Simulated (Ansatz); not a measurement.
System (SMILES): F[C]F (closed-shell singlet).
Atoms: F1, C2, F3. Bonds: F1-C2, C2-F3.

Basis-set convergence of the lowest harmonic wavenumber at PBE with Ansatz (an electronic-structure program). Each level at its own minimum, finite differences of forces, unscaled; the reference is a large set that could be run, not a limit. Cartesian d functions, on some or all atoms, in 6-31+G*; all else is spherical. The program fits the integrals of some runs and decomposes those of others, by size. No added dispersion term, no relativity. Reference: the value in aug-pcseg-2, 638 cm⁻¹. Deviations are taken from unrounded values.

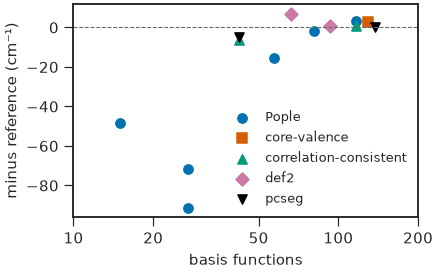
Figure: Deviation from the reference against the number of basis functions, by family of sets.

```json
[
 {"basis": "STO-3G", "functions": "15", "lowest harmonic wavenumber (cm⁻¹)": "590", "minus reference (cm⁻¹)": "-48"},
 {"basis": "3-21G", "functions": "27", "lowest harmonic wavenumber (cm⁻¹)": "567", "minus reference (cm⁻¹)": "-72"},
 {"basis": "6-31G", "functions": "27", "lowest harmonic wavenumber (cm⁻¹)": "547", "minus reference (cm⁻¹)": "-91"},
 {"basis": "cc-pVDZ", "functions": "42", "lowest harmonic wavenumber (cm⁻¹)": "632", "minus reference (cm⁻¹)": "-6"},
 {"basis": "pcseg-1", "functions": "42", "lowest harmonic wavenumber (cm⁻¹)": "634", "minus reference (cm⁻¹)": "-5"},
 {"basis": "6-31+G*", "functions": "57", "lowest harmonic wavenumber (cm⁻¹)": "623", "minus reference (cm⁻¹)": "-15"},
 {"basis": "def2-SVPD", "functions": "66", "lowest harmonic wavenumber (cm⁻¹)": "646", "minus reference (cm⁻¹)": "7"},
 {"basis": "6-311++G(2d,2p)", "functions": "81", "lowest harmonic wavenumber (cm⁻¹)": "637", "minus reference (cm⁻¹)": "-2"},
 {"basis": "def2-TZVPP", "functions": "93", "lowest harmonic wavenumber (cm⁻¹)": "639", "minus reference (cm⁻¹)": "1"},
 {"basis": "6-311++G(3df,3pd)", "functions": "117", "lowest harmonic wavenumber (cm⁻¹)": "642", "minus reference (cm⁻¹)": "3"},
 {"basis": "jun-cc-pV(T+d)Z", "functions": "117", "lowest harmonic wavenumber (cm⁻¹)": "639", "minus reference (cm⁻¹)": "1"},
 {"basis": "cc-pCVTZ", "functions": "129", "lowest harmonic wavenumber (cm⁻¹)": "641", "minus reference (cm⁻¹)": "3"},
 {"basis": "aug-pcseg-2", "functions": "138", "lowest harmonic wavenumber (cm⁻¹)": "638", "minus reference (cm⁻¹)": "0"}
]
```
